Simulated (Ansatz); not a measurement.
**Cl2FGeH2N: harmonic frequencies at the relaxed geometry from a Python script**

At which frequencies does Cl2FGeH2N vibrate? The task is harmonic frequencies at the relaxed geometry, for Cl2FGeH2N.

All numbers are computed with the Python package of Ansatz 0.2.0. Level of theory: B3LYP/def2-SVP.

**1. Starting point**

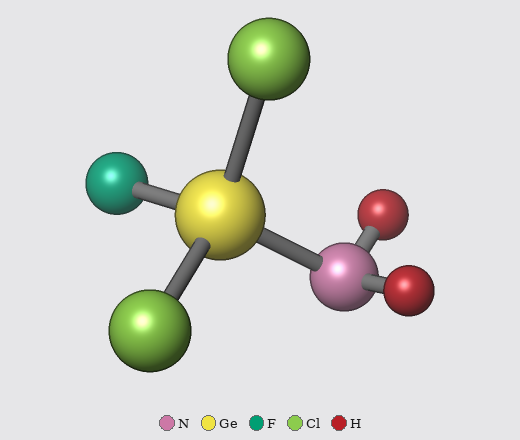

The starting structure, viewed from a chosen angle; nitrogen pink, germanium yellow, fluorine teal, chlorine green, hydrogen red.

The script holds or builds the structure itself.

**2. Script**

File cl2fgeh2n_freq.py:

```python
"""Harmonic frequencies of Cl2FGeH2N at its relaxed geometry."""

import argparse

import ansatz as az
import numpy as np

parser = argparse.ArgumentParser(description="Harmonic frequencies of Cl2FGeH2N at its relaxed geometry.")
parser.add_argument("--basis", required=True, help="basis")
parser.add_argument("--functional", required=True, help="exchange-correlation functional")
args = parser.parse_args()

geometry = (
    az.Crystal.molecule()
    .atom("N", [-0.2209, 0.5051, 1.1349])
    .atom("Ge", [0.1076, -0.4986, -0.3734])
    .atom("F", [1.3331, -1.6552, 0.0154])
    .atom("Cl", [-1.6028, -1.5386, -0.9929])
    .atom("Cl", [0.7959, 0.7677, -2.0053])
    .atom("H", [0.6019, 1.0953, 1.3476])
    .atom("H", [-0.9536, 1.2563, 0.828])
)

base = geometry.calculation().basis(gaussian=args.basis).functional(args.functional)
symbols = [site.symbol for site in geometry.cartesian_sites]
start = np.array([site.position_ang for site in geometry.cartesian_sites], dtype=float)
report = base.relax(force_tolerance=0.003, max_steps=100).run(threads=1).report
end = np.array(report["positions_ang"])

print("bond        before    after (A)")
for i, j in [(0, 1), (0, 5), (0, 6), (1, 2), (1, 3), (1, 4)]:
    d0, d1 = (np.linalg.norm(xyz[i] - xyz[j]) for xyz in (start, end))
    print(f"{symbols[i]}{i}-{symbols[j]}{j}".ljust(10), f"{d0:8.4f} {d1:8.4f}")

# frequencies need a stationary point, so they are taken at the relaxed geometry
minimum = az.Crystal.molecule()
for symbol, xyz in zip(symbols, end):
    minimum = minimum.atom(symbol, xyz.tolist())
vibrating = (
    minimum.calculation()
    .basis(gaussian=args.basis)
    .functional(args.functional)
    .phonons(temperatures=(200, 600, 100))
)
vib = vibrating.run(threads=1).report["vibrations"]
sums = vib["harmonic_sums"]
modes = [m["omega_inv_cm"] for m in sums["modes_at_gamma"] if m["rigid_motion"] == "no"]
for number, w in enumerate(modes, start=1):
    print(f"mode {number:2d} {w:9.1f} 1/cm {w / 8065.544 * 1000:8.2f} meV")
print("imaginary modes:", sum(w < 0 for w in modes), " zero-point energy:", round(sums["zero_point_energy_ev"], 4), "eV")
print("T (K)   F_vib (eV)   S_vib (meV/K)   C_vib (meV/K)")
for row in zip(sums["temperatures_k"], sums["vibrational_free_energy_ev"], vib["entropy_ev_per_k"], vib["heat_capacity_ev_per_k"]):
    print(f"{row[0]:6.1f} {row[1]:11.4f} {1000 * row[2]:13.4f} {1000 * row[3]:15.4f}")
```

**3. What the engine is handed**

The engine receives this input (first run):

```yaml
crystal:
  periodic: [false, false, false]
  atoms:
    - { symbol: "N", position_ang: [-0.2209, 0.5051, 1.1349] }
    - { symbol: Ge, position_ang: [0.1076, -0.4986, -0.3734] }
    - { symbol: F, position_ang: [1.3331, -1.6552, 0.0154] }
    - { symbol: Cl, position_ang: [-1.6028, -1.5386, -0.9929] }
    - { symbol: Cl, position_ang: [0.7959, 0.7677, -2.0053] }
    - { symbol: H, position_ang: [0.6019, 1.0953, 1.3476] }
    - { symbol: H, position_ang: [-0.9536, 1.2563, 0.828] }
basis:
  gaussian:
    orbitals: def2-SVP
hamiltonian:
  xc: b3lyp
relax:
  f_tol: 0.003
  max_steps: 100
```

**4. Launch**

Command:

```sh
> python cl2fgeh2n_freq.py --basis def2-SVP --functional b3lyp
```

The log of the run:

```text
bond        before    after (A)
N0-Ge1       1.8413   1.8052
N0-H5        1.0347   1.0186
N0-H6        1.0933   1.0182
Ge1-F2       1.7294   1.7301
Ge1-Cl3      2.0954   2.1443
Ge1-Cl4      2.1772   2.1573
mode  1      60.7 1/cm     7.53 meV
mode  2     156.8 1/cm    19.45 meV
mode  3     164.3 1/cm    20.38 meV
mode  4     196.2 1/cm    24.32 meV
mode  5     223.9 1/cm    27.76 meV
mode  6     253.4 1/cm    31.41 meV
mode  7     406.8 1/cm    50.44 meV
mode  8     447.6 1/cm    55.50 meV
mode  9     491.6 1/cm    60.95 meV
mode 10     715.9 1/cm    88.76 meV
mode 11     750.7 1/cm    93.07 meV
mode 12     890.0 1/cm   110.34 meV
mode 13    1531.3 1/cm   189.85 meV
mode 14    3534.7 1/cm   438.25 meV
mode 15    3636.1 1/cm   450.82 meV
imaginary modes: 0  zero-point energy: 0.8344 eV
T (K)   F_vib (eV)   S_vib (meV/K)   C_vib (meV/K)
 200.0      0.7894        0.5301          0.5950
 300.0      0.7223        0.8043          0.7554
 400.0      0.6300        1.0365          0.8565
 500.0      0.5161        1.2353          0.9234
 600.0      0.3838        1.4080          0.9707
```

It took 4.6 min on 1 thread of Arm Neoverse V1, shared host; peak memory 0.34 GiB.

**5. Inputs of later runs**

The engine's inputs for the other runs:

Run 2, against run 1:

```diff
@@ -4,7 +4,7 @@
-    - { symbol: "N", position_ang: [-0.2209, 0.5051, 1.1349] }
-    - { symbol: Ge, position_ang: [0.1076, -0.4986, -0.3734] }
-    - { symbol: F, position_ang: [1.3331, -1.6552, 0.0154] }
-    - { symbol: Cl, position_ang: [-1.6028, -1.5386, -0.9929] }
-    - { symbol: Cl, position_ang: [0.7959, 0.7677, -2.0053] }
-    - { symbol: H, position_ang: [0.6019, 1.0953, 1.3476] }
-    - { symbol: H, position_ang: [-0.9536, 1.2563, 0.828] }
+    - { symbol: "N", position_ang: [-0.16064492583064943, 0.5634577982155747, 1.0667810202825287] }
+    - { symbol: Ge, position_ang: [0.14309283356016533, -0.43199854222043205, -0.40825530554488015] }
+    - { symbol: F, position_ang: [1.319033412721042, -1.6412184431812245, -0.023353466066738025] }
+    - { symbol: Cl, position_ang: [-1.678826019633325, -1.4120550676242067, -0.9722121103946436] }
+    - { symbol: Cl, position_ang: [0.9833822276922902, 0.615744647038171, -2.0964230680084626] }
+    - { symbol: H, position_ang: [0.5470788392463034, 1.2652010395579807, 1.2768667958695863] }
+    - { symbol: H, position_ang: [-1.0919163677558272, 0.9728685682141383, 1.1108961338626078] }
@@ -16,3 +16,5 @@
-relax:
-  f_tol: 0.003
-  max_steps: 100
+phonons:
+  temperatures:
+    t_min: 200.0
+    t_max: 600.0
+    t_step: 100.0
```

Lines on the test bed's own set-up are left out of the output.

A comment line of the script is reworded here; the code is as run.

**6. Run by run**

The 2 runs, in the order started:

```
run  kind of run  energy from run 2 (eV)  SCF cycles in all  CPU time (s)
  1   relaxation                  0.0000                148           110
  2      phonons                  0.0000                269           160
```

**7. How the relaxation of run 1 went**

Relaxation path:

```
step  energy from step 1 (eV)  largest force component (eV/Å)
   1                   0.0000                          1.9142
   2                  -0.1403                          0.8605
   3                  -0.1727                          0.3453
   4                  -0.1823                          0.2016
   5                  -0.1874                          0.1051
   6                  -0.1881                          0.0348
   7                  -0.1884                          0.0417
   8                  -0.1895                          0.0797
   9                  -0.1873                          0.3636
  10                  -0.1902                          0.0394
  11                  -0.1903                          0.1215
  12                  -0.1905                          0.0533
  13                  -0.1908                          0.0047
  14                  -0.1908                          0.0165
  15                  -0.1908                          0.0164
  16                  -0.1908                          0.0088
  17                  -0.1909                          0.0036
  18                  -0.1909                          0.0021
```

Step 1 is the start. Step 9 was tried and not accepted.

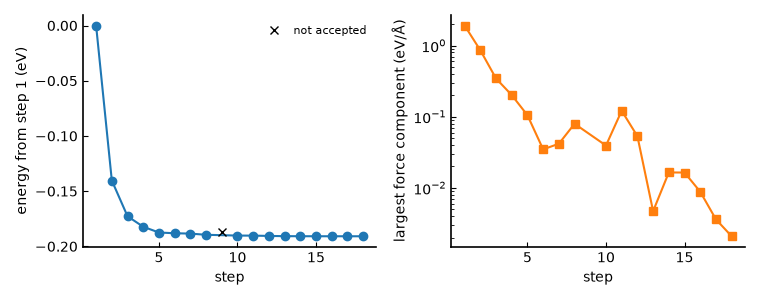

Energy and largest force along the relaxation.

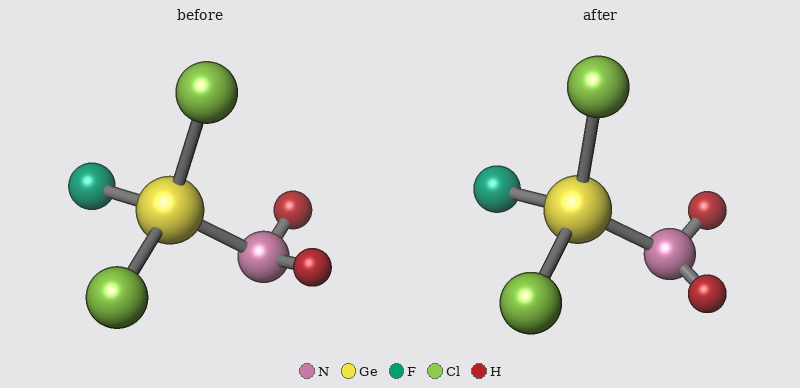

Before and after, at one scale.

Before: Bond lengths: N1–Ge2 1.841 Å, Ge2–F3 1.729 Å, Ge2–Cl4 2.095 Å, Ge2–Cl5 2.177 Å, N1–H6 1.035 Å, N1–H7 1.093 Å. Angles: N1–Ge2–F3 107.9°, N1–Ge2–Cl4 111.5°, N1–Ge2–Cl5 110.7°, F3–Ge2–Cl4 108.2°, F3–Ge2–Cl5 109.5°, Cl4–Ge2–Cl5 109.0°, Ge2–N1–H6 109.7°, Ge2–N1–H7 105.3°, H6–N1–H7 101.5°.

After: Bond lengths: N1–Ge2 1.805 Å, Ge2–F3 1.730 Å, Ge2–Cl4 2.144 Å, Ge2–Cl5 2.157 Å, N1–H6 1.019 Å, N1–H7 1.018 Å. Angles: N1–Ge2–F3 108.5°, N1–Ge2–Cl4 108.9°, N1–Ge2–Cl5 115.9°, F3–Ge2–Cl4 108.5°, F3–Ge2–Cl5 104.4°, Cl4–Ge2–Cl5 110.3°, Ge2–N1–H6 115.6°, Ge2–N1–H7 114.3°, H6–N1–H7 110.5°.

**8. Vibrations**

Frequencies (cm⁻¹; negative: imaginary): 61, 157, 164, 196, 224, 253, 407, 448, 492, 716, 751, 890, 1531, 3535, 3636.

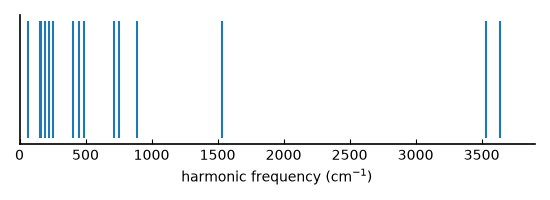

The harmonic frequencies as lines of equal height (no intensities).

**9. Results**

| quantity | value |
| --- | --- |
| runs compared | 2 |
| moves of the relaxation of run 1 | 16 |
| energy gained in run 1 | 0.191 eV |
| last largest force component of run 1 | 0.0021 eV/Å |
| highest frequency | 3636 cm⁻¹ |
| imaginary modes | 0 |
| zero-point energy | 0.834 eV |

**Reading.** Run 1: After 16 moves the largest shift is 0.424 Å, of atom 7 (H). All frequencies are real, so the geometry is a minimum. The values are harmonic; measured fundamentals also hold anharmonic shifts, mostly downward for stretches. The frequencies are harmonic and unscaled, in a modest basis. The result belongs to the one conformer reached from this start, and soft torsions count as harmonic oscillators.
